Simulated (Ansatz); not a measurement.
## Decaying states in the gap of WSe2F2

Aim: relax a made-up compound, WSe2F2, and see how good a tunnel barrier it would be. It is built by putting Se for O in the WO2F2 structure of space group Cmcm, with the volume rescaled by atomic radii. The parent structure comes from the Materials Project.

Calculated with Ansatz 0.2.0; r2SCAN DFT, plane waves, PAW files, in the first sound run; inputs show where later runs differ.

The structure was built from a prototype and need not be the compound's stable phase.

## (1) The starting structure

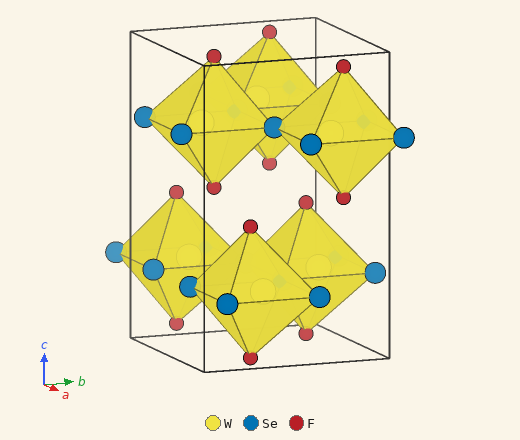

The cell as given, slightly off an axis (tungsten yellow, selenium blue, fluorine red). This picture shows the conventional cell, with its axes. Some periodic images of atoms are drawn too.

## (2) Cell and atoms at rest

The substituted atoms don't fit the parent's cell, so cell and atoms relax together. A small smearing keeps the run stable in case the gap closes on the way.

input.yaml reads:

```yaml
crystal:
  lattice:
    - [3.1152508611, -3.1283540113, 0.0]
    - [3.1152508611, 3.1283540113, 0.0]
    - [0.0, 0.0, 9.7849810919]
  atoms:
    - { symbol: W, position: [0.68331245, 0.31668755, 0.25] }
    - { symbol: W, position: [0.31668755, 0.68331245, 0.75] }
    - { symbol: Se, position: [0.77133164, 0.72486839, 0.75] }
    - { symbol: Se, position: [0.72486839, 0.77133164, 0.25] }
    - { symbol: Se, position: [0.27513161, 0.22866836, 0.75] }
    - { symbol: Se, position: [0.22866836, 0.27513161, 0.25] }
    - { symbol: F, position: [0.75135881, 0.24864119, 0.03636658] }
    - { symbol: F, position: [0.75135881, 0.24864119, 0.46363342] }
    - { symbol: F, position: [0.24864119, 0.75135881, 0.53636658] }
    - { symbol: F, position: [0.24864119, 0.75135881, 0.96363342] }
kpoints:
  mp_grid: { grid: [6, 6, 2] }
scf:
  occupations: { method: gaussian, width: 0.03 }
hamiltonian:
  xc: r2scan
output:
  forces: true
  stress: true
relax:
  f_tol: 0.02
  max_steps: 60
  cell: {}
```

The run is started by

```sh
ansatz run input.yaml --threads 2 --pin off --max-ram 4096MiB --backend cpu --events-out ev --progress --plain --runs-dir out
```

Numbers of over 12 decimals in the logs are rounded to 6 here.

What it wrote:

```text
Engine: ansatz 0.2.0, aarch64-unknown-linux-gnu
Pseudopotentials: kind: paw
Pseudopotential: W, paw, valence charge 14, recommended cutoff 500 eV (meta_gga), W.paw.azcp
Pseudopotential: Se, paw, valence charge 16, recommended cutoff 500 eV (meta_gga), Se.paw.azcp
Pseudopotential: F, paw, valence charge 7, recommended cutoff 500 eV (meta_gga), F.paw.azcp
Functional definition: r2SCAN
  parameter k0 = 0.174
  parameter k1 = 0.065
  parameter a1 = 4.9479
  exchange = r2scan_x(k0 = k0, k1 = k1, a1 = a1)
  correlation = r2scan_c
Crystal: 10 atoms, lattice volume = 190.721 Å³
Basis set: ecut = 500 eV, 4763 PW (Γ), exchange–correlation on 144×144×288 points (64 copies of the dense FFT grid, shifted against one another)
Bands: 72, of which v1, the nominal top of the filled ones, is band 60 counted from 1 (59 counted from 0)
Symmetry: 8 space group operations
Space group: Cmcm (ITA 63), of the structure as read, at distance tolerance 5.8e-5 Å
k-points: 26 of 72
Non-local potential: W, projectors of the file, l = 0: 3, l = 1: 2, l = 2: 2, l = 3: 1
Non-local potential: Se, projectors of the file, l = 0: 2, l = 1: 2, l = 2: 3, l = 3: 1
Non-local potential: F, projectors of the file, l = 0: 2, l = 1: 2, l = 2: 1
PAW form: soft (Blöchl's): semilocal exchange-correlation on the pseudo side does not see the compensation charge
PAW frozen core: W, regenerated for the run's functional (the file was generated under x = pbe(κ = 0.804, μ = 0.219515), c = pbe(β = 0.066725))
PAW frozen core: Se, regenerated for the run's functional (the file was generated under x = pbe(κ = 0.804, μ = 0.219515), c = pbe(β = 0.066725))
PAW frozen core: F, regenerated for the run's functional (the file was generated under x = pbe(κ = 0.804, μ = 0.219515), c = pbe(β = 0.066725))
PAW one-centre angular grid: W, 590 points (default); XC on 160 Gauss nodes
PAW one-centre angular grid: Se, 590 points (default); XC on 160 Gauss nodes
PAW one-centre angular grid: F, 302 points (default); XC on 160 Gauss nodes
Initial density: superposition of atomic densities (neutral atoms: chi_scale 0, normalization atom), corrected by the library's trained network
Initial wavefunctions: pseudopotential atomic-orbital guess
Functional: x = r2scan, c = r2scan; τ floored in thin density (d = 2e-4 eV/Å³)
SCF iter   1: F=—  HF=-45937.768274 eV  |F-HF|=—  |Δ(HF+E_count)|=         —  Δρ=1.12e-2  dr2=2.75e-1  dr2_τ=3.60e-1  ethr=1.77e-3  ⟨swp⟩=6.2  Hψ=6925  notcnv=0  defer=12
preconditioner: auto → LDOS  [metal: Δε(μ)=0.010 eV  Ē_g=9.360 eV  σ=0.030 eV  W_gap=0.18  n_scr=54 (ndim 8)  ℏωp=20.1 eV  f_vac=0.194  D(μ)=3.52/eV (n_scr^D=16)  β→1.0]
SCF iter   2: F=—  HF=-45937.957593 eV  |F-HF|=—  |Δ(HF+E_count)|=   1.89e-1  Δρ=1.10e-2  dr2=4.01e-1  dr2_τ=3.41e-2  ethr=2.30e-4  ⟨swp⟩=3.0  Hψ=4079  notcnv=0  defer=104
SCF iter   3: F=—  HF=-45937.908488 eV  |F-HF|=—  |Δ(HF+E_count)|=   4.91e-2  Δρ=3.08e-3  dr2=2.65e-2  dr2_τ=2.39e-3  ethr=2.30e-4  ⟨swp⟩=2.6  Hψ=2745  notcnv=0  defer=104
SCF iter   4: F=—  HF=-45937.906656 eV  |F-HF|=—  |Δ(HF+E_count)|=   1.83e-3  Δρ=1.48e-3  dr2=5.07e-3  dr2_τ=1.02e-4  ethr=2.21e-5  ⟨swp⟩=2.1  Hψ=2677  notcnv=0  defer=104
SCF iter   5: F=—  HF=-45937.906194 eV  |F-HF|=—  |Δ(HF+E_count)|=   4.62e-4  Δρ=5.58e-4  dr2=6.98e-4  dr2_τ=2.87e-5  ethr=4.23e-6  ⟨swp⟩=2.4  Hψ=2580  notcnv=0  defer=104
SCF iter   6: F=—  HF=-45937.906110 eV  |F-HF|=—  |Δ(HF+E_count)|=   8.39e-5  Δρ=1.82e-4  dr2=1.02e-4  dr2_τ=5.49e-6  ethr=5.82e-7  ⟨swp⟩=2.0  Hψ=2738  notcnv=0  defer=104
SCF iter   7: F=—  HF=-45937.906093 eV  |F-HF|=—  |Δ(HF+E_count)|=   1.70e-5  Δρ=7.25e-5  dr2=1.44e-5  dr2_τ=3.64e-7  ethr=8.51e-8  ⟨swp⟩=2.0  Hψ=2376  notcnv=0  defer=104
SCF iter   8: F=—  HF=-45937.906231 eV  |F-HF|=—  |Δ(HF+E_count)|=   1.39e-4  Δρ=1.36e-5  dr2=4.20e-7  dr2_τ=2.03e-8  ethr=1.20e-8  ⟨swp⟩=2.0  Hψ=2402  notcnv=0  defer=104
SCF iter   9: F=-45937.906232 eV  HF=-45937.906232 eV  |F-HF|=2.41e-8  |Δ(HF+E_count)|=   3.75e-8  Δρ=3.73e-6  dr2=3.44e-8  dr2_τ=2.28e-9  ethr=8.33e-11  ⟨swp⟩=5.0  Hψ=6397  notcnv=0
SCF 1 converged in 9 iterations: F = -45937.906232 eV  dr2 = 3.44e-8
  greatest PAW one-centre occupation: 1.000 electrons in one spin orbital (limit 2), on the Se atom at site 4 (counted from 0), in its partial waves of l = 2
relax step   1: F+E_penalty+E_count = -45937.90623151 eV  Δ(F+E_penalty+E_count) = +0.000e0 eV  max|allowed force component| = 8.809e0 eV/Å  Δτ_max = 0.0000 Å  P = +27.994 GPa  Ω = 190.721 Å³  (9 SCF iters, dr2 threshold 1.00e-7 eV, accepted)
Crystal: 10 atoms, lattice volume = 205.157 Å³
Basis set: ecut = 500 eV, 5227 PW (Γ), exchange–correlation on 144×144×288 points (64 copies of the dense FFT grid, shifted against one another)
Initial density: handed on by an earlier stage of this run
Initial wavefunctions: those handed on with the density
SCF iter   1: F=—  HF=-45943.453918 eV  |F-HF|=—  |Δ(HF+E_count)|=         —  Δρ=3.91e-2  dr2=6.57e0  dr2_τ=3.89e0  ethr=3.10e-3  ⟨swp⟩=7.0  Hψ=7384  notcnv=0  defer=4
preconditioner: auto → Resta (q_TF=auto, 2.495 Å⁻¹)  ε∞=5.5  [insulator: Δε(μ)=0.146 eV  Ē_g=9.179 eV  σ=0.030 eV  W_gap=1.00  n_scr=54 (ndim 8)  ℏωp=19.4 eV  f_vac=0.231  D(μ)=0.01/eV (n_scr^D=0)  ε∞_Penn≈5.5]
SCF iter   2: F=—  HF=-45944.146244 eV  |F-HF|=—  |Δ(HF+E_count)|=   6.92e-1  Δρ=2.60e-2  dr2=2.29e0  dr2_τ=5.25e-1  ethr=3.10e-3  ⟨swp⟩=3.0  Hψ=3166  notcnv=0  defer=116
preconditioner: auto → LDOS  [metal: Δε(μ)=0.002 eV  Ē_g=8.763 eV  σ=0.030 eV  W_gap=0.05  n_scr=54 (ndim 8)  ℏωp=19.4 eV  f_vac=0.231  D(μ)=17.54/eV (n_scr^D=204)  β→1.0]
SCF iter   3: F=—  HF=-45943.854766 eV  |F-HF|=—  |Δ(HF+E_count)|=   2.91e-1  Δρ=7.02e-3  dr2=1.11e-1  dr2_τ=1.28e-2  ethr=1.91e-3  ⟨swp⟩=2.9  Hψ=2715  notcnv=0  defer=116
SCF iter   4: F=—  HF=-45943.845392 eV  |F-HF|=—  |Δ(HF+E_count)|=   9.37e-3  Δρ=2.94e-3  dr2=1.36e-2  dr2_τ=8.09e-4  ethr=9.22e-5  ⟨swp⟩=3.2  Hψ=3758  notcnv=0  defer=106
SCF iter   5: F=—  HF=-45943.849733 eV  |F-HF|=—  |Δ(HF+E_count)|=   4.34e-3  Δρ=8.35e-4  dr2=1.25e-3  dr2_τ=1.18e-4  ethr=1.14e-5  ⟨swp⟩=3.0  Hψ=3428  notcnv=0  defer=106
SCF iter   6: F=—  HF=-45943.850501 eV  |F-HF|=—  |Δ(HF+E_count)|=   7.68e-4  Δρ=3.81e-4  dr2=3.36e-4  dr2_τ=1.11e-5  ethr=1.04e-6  ⟨swp⟩=2.0  Hψ=3265  notcnv=0  defer=106
SCF iter   7: F=—  HF=-45943.850752 eV  |F-HF|=—  |Δ(HF+E_count)|=   2.50e-4  Δρ=1.33e-4  dr2=4.87e-5  dr2_τ=4.78e-6  ethr=2.80e-7  ⟨swp⟩=2.0  Hψ=2588  notcnv=0  defer=106
SCF iter   8: F=—  HF=-45943.850751 eV  |F-HF|=—  |Δ(HF+E_count)|=   3.59e-7  Δρ=3.60e-5  dr2=2.72e-6  dr2_τ=1.97e-7  ethr=4.06e-8  ⟨swp⟩=2.2  Hψ=3340  notcnv=0  defer=100
[...]
relax step  17: F+E_penalty+E_count = -45947.94147643 eV  Δ(F+E_penalty+E_count) = -2.475e-2 eV  max|allowed force component| = 4.370e-1 eV/Å  Δτ_max = 0.0442 Å  P = +0.131 GPa  Ω = 262.028 Å³  energy of the carried Pulay correction = -7.831e-3 eV  (8 SCF iters, dr2 threshold 1.00e-6 eV, accepted)
relax step  18: F+E_penalty+E_count = -45947.95499189 eV  Δ(F+E_penalty+E_count) = -1.352e-2 eV  max|allowed force component| = 7.224e-2 eV/Å  Δτ_max = 0.0255 Å  P = +0.005 GPa  Ω = 266.604 Å³  energy of the carried Pulay correction = -8.796e-3 eV  (8 SCF iters, dr2 threshold 1.00e-6 eV, accepted)
relax step  19: F+E_penalty+E_count = -45947.95534188 eV  Δ(F+E_penalty+E_count) = -3.500e-4 eV  max|allowed force component| = 2.882e-2 eV/Å  Δτ_max = 0.0265 Å  P = +0.069 GPa  Ω = 269.908 Å³  energy of the carried Pulay correction = -9.675e-3 eV  (9 SCF iters, dr2 threshold 3.26e-7 eV, accepted)
relax step  20: F+E_penalty+E_count = -45947.95540091 eV  Δ(F+E_penalty+E_count) = -5.903e-5 eV  max|allowed force component| = 8.673e-3 eV/Å  Δτ_max = 0.0086 Å  P = -0.023 GPa  Ω = 270.278 Å³  energy of the carried Pulay correction = -9.812e-3 eV  (8 SCF iters, dr2 threshold 5.19e-8 eV, accepted)
relax step  21: F+E_penalty+E_count = -45947.97039324 eV  Δ(F+E_penalty+E_count) = -1.499e-2 eV  max|allowed force component| = 9.902e-3 eV/Å  Δτ_max = 0.0000 Å  P = +0.036 GPa  Ω = 270.278 Å³  stress off target by 1.32e-1 GPa  SCF on the basis re-selected at this cell (its energy is not comparable with the rows above)  (9 SCF iters)
relax step  22: F+E_penalty+E_count = -45947.97198876 eV  Δ(F+E_penalty+E_count) = -1.596e-3 eV  max|allowed force component| = 2.991e-2 eV/Å  Δτ_max = 0.0114 Å  P = +0.031 GPa  Ω = 273.673 Å³  energy of the carried Pulay correction = -8.867e-4 eV  (8 SCF iters, dr2 threshold 4.39e-8 eV, accepted)
relax step  23: F+E_penalty+E_count = -45947.97217937 eV  Δ(F+E_penalty+E_count) = -1.906e-4 eV  max|allowed force component| = 4.057e-3 eV/Å  Δτ_max = 0.0113 Å  P = -0.004 GPa  Ω = 276.321 Å³  energy of the carried Pulay correction = -1.587e-3 eV  (8 SCF iters, dr2 threshold 5.59e-8 eV, accepted)
relax step  24: F+E_penalty+E_count = -45947.97261243 eV  Δ(F+E_penalty+E_count) = -4.331e-4 eV  max|allowed force component| = 1.950e-2 eV/Å  Δτ_max = 0.0073 Å  P = +0.001 GPa  Ω = 276.099 Å³  energy of the carried Pulay correction = -1.570e-3 eV  (9 SCF iters, dr2 threshold 8.83e-9 eV, accepted)
relax step  25: F+E_penalty+E_count = -45947.97306622 eV  Δ(F+E_penalty+E_count) = -4.538e-4 eV  max|allowed force component| = 6.491e-3 eV/Å  Δτ_max = 0.0148 Å  P = +0.020 GPa  Ω = 275.827 Å³  energy of the carried Pulay correction = -1.571e-3 eV  (11 SCF iters, accepted)
iter 1 solved again at ethr=4.54e-7 eV; its pass at ethr=3.10e-3 eV (dr2=5.44e-4 eV) is discarded
SCF iter   1: F=—  HF=-45947.972864 eV  |F-HF|=—  |Δ(HF+E_count)|=         —  Δρ=1.63e-4  dr2=2.91e-6  dr2_τ=1.34e-5  ethr=4.54e-7  ⟨swp⟩=3.0  Hψ=11765  notcnv=0
preconditioner: auto → Resta (q_TF=auto, 2.375 Å⁻¹)  ε∞=4.6  [insulator: Δε(μ)=1.599 eV  Ē_g=8.815 eV  σ=0.030 eV  W_gap=1.00  n_scr=62 (ndim 8)  ℏωp=16.7 eV  f_vac=0.261  D(μ)=0.00/eV (n_scr^D=0)  ε∞_Penn≈4.6]
SCF iter   2: F=—  HF=-45947.974343 eV  |F-HF|=—  |Δ(HF+E_count)|=   1.48e-3  Δρ=8.26e-5  dr2=7.45e-7  dr2_τ=9.81e-6  ethr=2.43e-9  ⟨swp⟩=2.1  Hψ=2708  notcnv=0
SCF iter   3: F=—  HF=-45947.974469 eV  |F-HF|=—  |Δ(HF+E_count)|=   1.26e-4  Δρ=6.65e-6  dr2=6.11e-8  dr2_τ=4.11e-8  ethr=6.21e-10  ⟨swp⟩=2.0  Hψ=2808  notcnv=0
SCF iter   4: F=—  HF=-45947.974469 eV  |F-HF|=—  |Δ(HF+E_count)|=   3.99e-7  Δρ=2.23e-6  dr2=1.78e-8  dr2_τ=2.88e-9  ethr=5.09e-11  ⟨swp⟩=2.0  Hψ=2704  notcnv=0
SCF iter   5: F=—  HF=-45947.974469 eV  |F-HF|=—  |Δ(HF+E_count)|=   7.53e-9  Δρ=7.80e-7  dr2=8.56e-10  dr2_τ=2.06e-10  ethr=1.49e-11  ⟨swp⟩=2.0  Hψ=2368  notcnv=0
SCF iter   6: F=—  HF=-45947.974469 eV  |F-HF|=—  |Δ(HF+E_count)|=  6.55e-10  Δρ=3.00e-7  dr2=2.77e-10  dr2_τ=2.31e-11  ethr=1.00e-12  ⟨swp⟩=2.0  Hψ=2704  notcnv=0
SCF iter   7: F=-45947.974469 eV  HF=-45947.974469 eV  |F-HF|=4.37e-11  |Δ(HF+E_count)|=  1.38e-10  Δρ=7.16e-8  dr2=2.35e-11  dr2_τ=1.32e-12  ethr=1.00e-12  ⟨swp⟩=4.1  Hψ=6035  notcnv=0
SCF 26 converged in 7 iterations: F = -45947.974469 eV  dr2 = 2.35e-11
relax step  26: F+E_penalty+E_count = -45947.97446942 eV  Δ(F+E_penalty+E_count) = -1.403e-3 eV  max|allowed force component| = 6.649e-3 eV/Å  Δτ_max = 0.0000 Å  P = +0.016 GPa  Ω = 275.827 Å³  stress off target by 2.12e-2 GPa  SCF on the basis re-selected at this cell (its energy is not comparable with the rows above)  (7 SCF iters)
basis re-selected at this cell: Δ(F+E_penalty+E_count) = -1.403e-3 eV, ΔP = -0.004 GPa vs the last step (what re-selecting the basis moved, of the pressure what is left beyond the Pulay correction that the steps carried, after the strain that the cell walked since its last selection, with what the two solves' SCF thresholds leave and, on support functions, any second-order correction that the steps lacked; it is no m [...]
SCF converged after 7 iterations
Free energy (F): -45947.974469 eV
Harris-Foulkes:  -45947.974469 eV  (|F-HF|=4.37e-11)
Internal energy: -45947.974469 eV  (E = F + TS)
E sigma→0 (E₀):  -45947.974469 eV
Fermi energy:    3.919108 eV
--- Per-component energies (eV) ---
  E_band       = -2822.046407
  E_kinetic    = 2190.526298
  E_local      = -18201.031468  (includes V_loc(G=0)·N_el)
  E_nonlocal   = -2088.194888
  E_hartree    = 8149.563803
  E_xc         = -1197.359401
  E_vxc        = -1393.946851  (∫ρ·V_xc dr)
  E_paw        = -25695.615526  (= ΣΔE_a)
  E_vpaw       = 288.112151  (= ΣTr[D̂ρ^β])
  E_aug_tail   = 0.003182  (compensation charges beyond the density's cutoff)
  E_vtau       = 83.357361  (kinetic-family band-sum trace: ∫τ·v_τ [+ j·A + Jᵃ·Aᵃ] dr)
  E_ewald      = -9097.505924
  E_core_change = -8.360545  (= ΣΔE_core)
  E_smearing   = -0.000000  (= −TS)
  E_closure    = -0.000000  (closes the sum)
  Σ components = -45947.974469   (vs F -45947.974469, Δ=0.00e0)
--- Forces (eV/Å), atoms counted from 1 ---
  atom   1  W      0.00000000    -0.00664892     0.00000000
  atom   2  W      0.00000000     0.00664892    -0.00000000
  atom   3  Se     0.00327353    -0.00627119     0.00000000
  atom   4  Se     0.00327353     0.00627119    -0.00000000
  atom   5  Se    -0.00327353    -0.00627119     0.00000000
  atom   6  Se    -0.00327353     0.00627119    -0.00000000
  atom   7  F      0.00000000    -0.00236908    -0.00430840
  atom   8  F      0.00000000    -0.00236908     0.00430840
  atom   9  F      0.00000000     0.00236908    -0.00430840
  atom  10  F      0.00000000     0.00236908     0.00430840
  max |Σ_I F_I| component: 1.39e-17 eV/Å
--- Stress (GPa, compression-positive) ---
        0.021156       0.000000      -0.000000
        0.000000       0.018817       0.000000
       -0.000000       0.000000       0.006898
  P = ⅓ Tr σ = 0.0156 GPa (0.156 kbar)
--- Relaxed structure (23 steps of the walk, 23 accepted, 3 SCFs on fresh bases) ---
  F+E_penalty+E_count = -45947.97446942 eV   max|allowed force component| = 6.649e-3 eV/Å   (the final SCF, on the basis selected at the relaxed cell)
  cell:  # Å, volume = 275.8270 Å³
    - [3.740735, -4.521715, -4.839326718157486e-17]
    - [3.740735, 4.521715, 4.8393267181574834e-17]
    - [0, 1.5136624647867092e-16, 8.153546]
  atoms:
    - { symbol: W, position: [0.654794, 0.345206, 0.25] }
    - { symbol: W, position: [0.345206, 0.654794, 0.75] }
    - { symbol: Se, position: [0.733118, 0.752406, 0.75] }
    - { symbol: Se, position: [0.752406, 0.733118, 0.25] }
    - { symbol: Se, position: [0.247594, 0.266882, 0.75] }
    - { symbol: Se, position: [0.266882, 0.247594, 0.25] }
    - { symbol: F, position: [0.755845, 0.244155, 0.054025] }
    - { symbol: F, position: [0.755845, 0.244155, 0.445975] }
    - { symbol: F, position: [0.244155, 0.755845, 0.554025] }
    - { symbol: F, position: [0.244155, 0.755845, 0.945975] }
```

Wall time 9.2 min (2 threads of Arm Neoverse V2, shared host); peak memory 1.3 GiB.

Step by step (22 of 26):

| step | energy less that of the first step (eV) | largest force component (eV/Å) | pressure (GPa) | volume (Å³) |
| --- | --- | --- | --- | --- |
| 1 | 0.0000 | 8.8089 | 27.99 | 190.72 |
| 2 | -5.9445 | 2.1993 | 6.81 | 205.16 |
| 3 | -7.5400 | 2.6151 | 10.78 | 209.98 |
| 5 | -8.6905 | 1.8851 | 0.77 | 206.82 |
| 6 | -8.9917 | 1.2749 | -1.40 | 204.87 |
| 7 | -9.5474 | 0.2655 | 0.75 | 215.85 |
| 8 | -9.6580 | 0.3746 | 0.51 | 221.24 |
| 9 | -9.7225 | 0.3772 | 0.11 | 226.86 |
| 11 | -9.7503 | 0.0262 | -0.06 | 230.84 |
| 12 | -9.7504 | 0.0049 | 0.04 | 231.52 |
| 13 | -9.7504 | 0.0037 | 0.00 | 232.15 |
| 14* | -9.8877 | 0.0051 | 0.88 | 232.15 |
| 15 | -9.9593 | 0.0830 | 0.48 | 241.02 |
| 16 | -10.0105 | 0.3550 | 0.20 | 252.06 |
| 18 | -10.0488 | 0.0722 | 0.01 | 266.60 |
| 19 | -10.0491 | 0.0288 | 0.07 | 269.91 |
| 20 | -10.0492 | 0.0087 | -0.02 | 270.28 |
| 21* | -10.0642 | 0.0099 | 0.04 | 270.28 |
| 22 | -10.0658 | 0.0299 | 0.03 | 273.67 |
| 24 | -10.0664 | 0.0195 | 0.00 | 276.10 |
| 25 | -10.0668 | 0.0065 | 0.02 | 275.83 |
| 26* | -10.0682 | 0.0066 | 0.02 | 275.83 |

Relaxation steps marked * repeat the geometry before them on a plane-wave basis chosen anew for their cell, so energy and pressure can jump there. Other such steps can lie between the rows shown.

The run keeps the 8 symmetry operations that it works with, so distortions that break them were not tested.

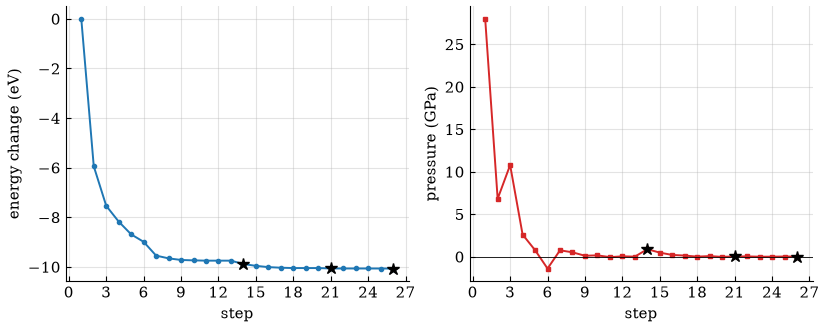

Energy and pressure along the relaxation. Stars mark steps on a basis chosen anew.

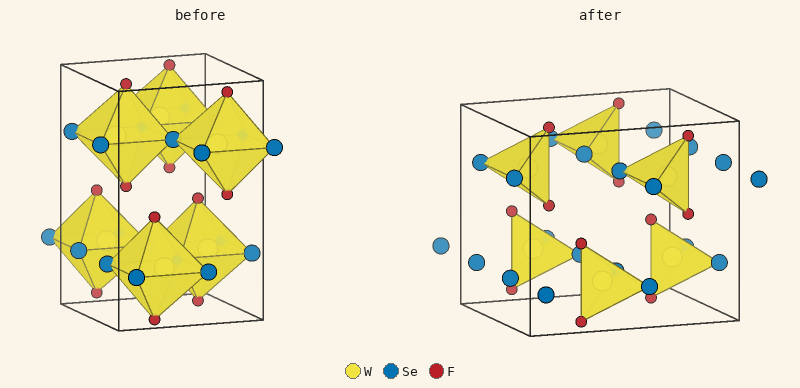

The structure before and after the relaxation, drawn at the same scale. Bonds to atoms that aren't drawn are left out.

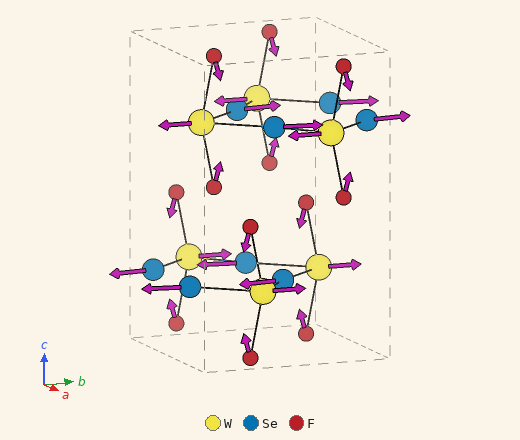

Displacements in the relaxation, exaggerated, measured against the changing cell; the longest in the cell stands for 0.30 Å. Some periodic images of atoms are drawn too.

```
     cell as run  before   after   change
           a (Å)   4.415   5.868  +32.9 %
           b (Å)   4.415   5.868  +32.9 %
           c (Å)   9.785   8.154  -16.7 %
           γ (°)   90.24  100.80  +11.7 %
volume (Å³/atom)   19.07   27.58  +44.6 %
```

The atoms that moved most (Å, as changes of fractional coordinates times the final cell):

```
atom      dx      dy      dz  length
 Se4  -0.040  -0.297   0.000   0.300
 Se3  -0.040   0.297   0.000   0.300
 Se6   0.040  -0.297   0.000   0.300
 Se5   0.040   0.297   0.000   0.300
  W2   0.000  -0.258   0.000   0.258
  W1   0.000   0.258   0.000   0.258
 F10   0.000   0.041  -0.144   0.150
  F9   0.000   0.041   0.144   0.150
```

This step gave:

| Quantity | Value |
| --- | --- |
| free energy | -45947.9745 eV |
| Fermi energy | 3.919 eV |
| pressure | 0.01562 GPa |

The largest force component on a free atom ends at 0.0066 eV/Å.

(Part 1 of 3 ends here.)

[Logs are printed without paths, hosts, clocks, repeated set-up lines and the standing remarks that a program may print on its own settings, such as how far it seeks lower states.]

[Hosts, paths, dates, database ids (printed as entryN), source tags and the programs' standing remarks are cut or masked in the printed files.]
